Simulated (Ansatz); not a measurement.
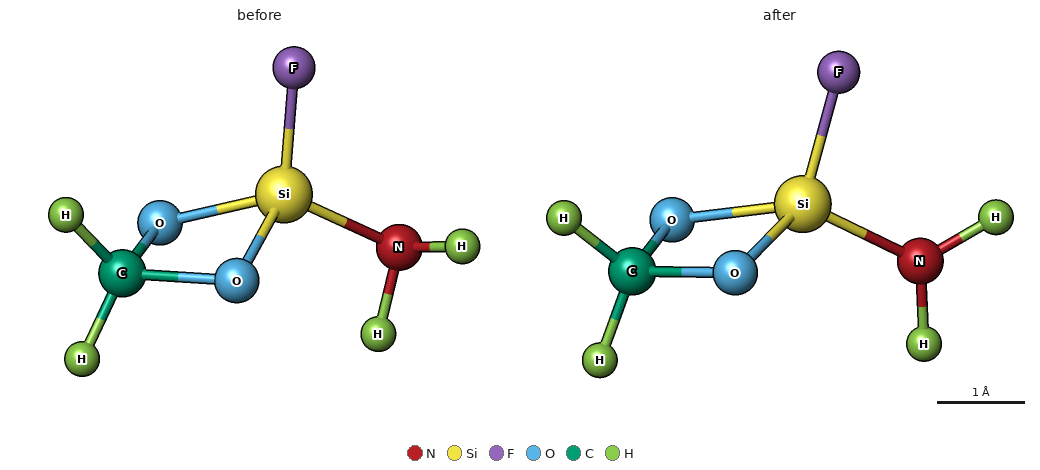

The structure of CH₄FNO₂Si (coarse preliminary run) before (left) and after (right) a relaxation, at one scale.

A ball-and-stick model, seen at a tilt.

The start comes from a force field.

All numbers below come from RKS PBE-D4/def2-SVP (Ansatz).

The input:
```yaml
crystal:
  periodic: [false, false, false]
  atoms:
    - {symbol: N, position_ang: [-0.308500, -1.955600, -0.105800]}
    - {symbol: Si, position_ang: [0.520800, -0.513300, -0.044100]}
    - {symbol: F, position_ang: [2.040400, -0.636800, 0.207300]}
    - {symbol: O, position_ang: [0.171800, 0.583100, -1.179000]}
    - {symbol: C, position_ang: [-0.150300, 1.549200, -0.150400]}
    - {symbol: O, position_ang: [-0.213400, 0.579900, 0.930600]}
    - {symbol: H, position_ang: [-1.309800, -1.661600, -0.203800]}
    - {symbol: H, position_ang: [-0.230900, -2.376800, 0.763300]}
    - {symbol: H, position_ang: [-1.102200, 2.095600, -0.229200]}
    - {symbol: H, position_ang: [0.665200, 2.285100, 0.014100]}
basis:
  gaussian: {orbitals: def2-SVP}
hamiltonian: {xc: pbe, dispersion: d4}
relax: {f_tol: 0.03, max_steps: 200}
```

Command:
```bash
ansatz run in.yaml --threads 4 --pin off --events-out ev --progress --plain --max-ram 10444MiB
```

> What changed between the two?

The largest move after the best rigid fit is that of H8, 0.66 Å. Largest moves by element: H 0.66 Å, O 0.37 Å, F 0.30 Å, N 0.24 Å, Si 0.19 Å, C 0.13 Å. Near-neighbour distances that change, for instance: Si2–F3 1.545 → 1.626 Å, Si2–O4 1.616 → 1.696 Å, Si2–O6 1.638 → 1.699 Å, N1–H8 0.969 → 1.020 Å. Among the angles between lasting bonds that change: Si2–N1–H7 103.7° → 123.3°, Si2–N1–H8 107.7° → 122.6°, N1–Si2–F3 115.3° → 104.8°. The energy falls by 90.0 kJ/mol in 8 geometry steps. The largest force component goes from 3.1 to 0.022 eV/Å. The run took 14 s on 4 threads of Arm Neoverse V1 (shared host).
